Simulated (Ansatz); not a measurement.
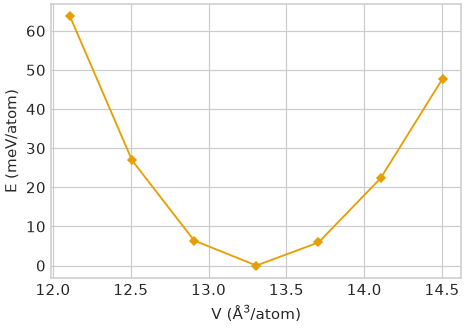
*TiCo (CsCl type, Pm-3m) under volume change, PBE in the plane-wave PAW code Ansatz, scaled uniformly.*

Problem. What does a third-order Birch–Murnaghan fit give for V₀, B₀ and B′?

Solution. V₀ = 13.31 Å³/atom, B₀ = 163 GPa, B′ = 3.9.

The PBE relaxation kept the symmetry of its start. Spin order of the final state: ferromagnetic, chosen from 3 collinear starts compared on coarse meshes (ties went to the first, and starts can fall back to one state), not a proven ground state.

Potentials: the later of the program's two PAW sets.
